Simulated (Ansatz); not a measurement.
Band structure of Ba (Im-3m, 1 atom in the cell).

```xyz
1
Lattice="-2.5343 2.5343 2.5343 2.5343 -2.5343 2.5343 2.5343 2.5343 -2.5343" Properties=species:S:1:pos:R:3 pbc="T T T"
Ba     0.0000     0.0000     0.0000
```

Level of theory: PBE, PAW files (plane waves; Ansatz, a first-principles code).

Settings: basis.ecutwfc = 30.9 Ry; kpoints.mp_grid.grid = 9 9 9; hamiltonian.xc = pbe; hamiltonian.pseudopotentials = {kind: paw} (an earlier, softer set of the program's PAW files); scf.occupations.method = fermi_dirac; scf.occupations.width = 0.0073 Ry; kpoints.band_path.npoints = 8.

The starting cell has typed, rounded lattice constants, without a prior relaxation at this level. Its lattice was rescaled by a random factor within 2.5 % of one.

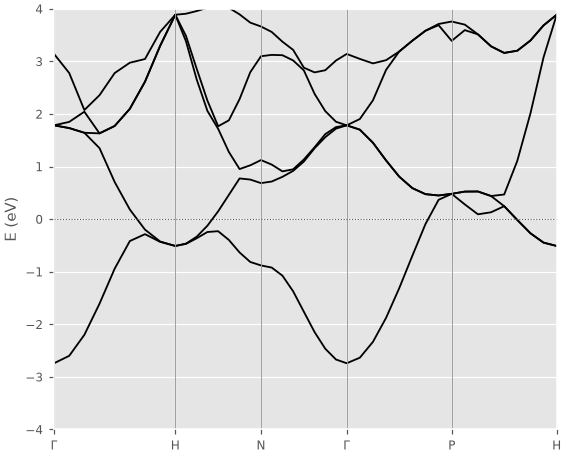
Bands along the path, energies from the Fermi level.

Levels in eV from the Fermi level, bands 2 to 8:
```json
[
 {"point": "Γ", "2": "-13.91", "3": "-13.91", "4": "-13.91", "5": "-2.74", "6": "1.79", "7": "1.79", "8": "1.79"},
 {"point": "H", "2": "-14.20", "3": "-14.20", "4": "-14.20", "5": "-0.51", "6": "-0.51", "7": "3.89", "8": "3.89"},
 {"point": "N", "2": "-14.32", "3": "-14.04", "4": "-13.91", "5": "-0.88", "6": "0.69", "7": "1.12", "8": "3.10"},
 {"point": "P", "2": "-14.11", "3": "-14.11", "4": "-14.11", "5": "0.48", "6": "0.48", "7": "0.48", "8": "3.39"}
]
```

Bands cross the Fermi level along this path, so the cell is metallic at this level.

Keys are those of Ansatz 0.2.
